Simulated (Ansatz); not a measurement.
The reference is GaSb in the zinc blende structure (space group F-43m, No. 216; a = 6.111 Å).

Modification: a hydrostatic pressure of 30 GPa.

Computed with PBEsol (Ansatz, a program for electronic structure; PAW; 420 eV plane waves; scalar-relativistic without spin-orbit coupling).

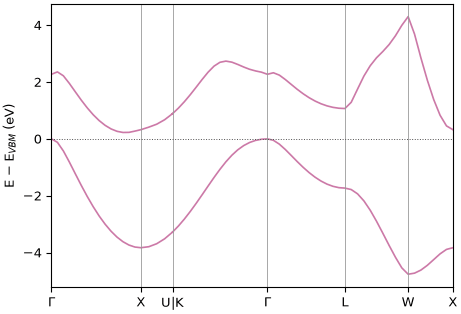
Figure: Highest valence and lowest conduction band along the path of the changed cell's own zone

Problem. From the figure, how large is the changed gap, and is it direct?

Solution. About 0.2 eV, indirect, Γ → Γ–X (80 % along).

With Sb present, leaving out spin-orbit coupling can change the band edges. Load acts through the strain it causes; cell and atoms are relaxed under it. Stability against distortions was not tested. Tetrahedral semiconductors of this kind turn to denser phases somewhere between about 1 and 50 GPa; those were not computed, so compressed cells here can lie past the real transition. The final runs are not spin-polarised.
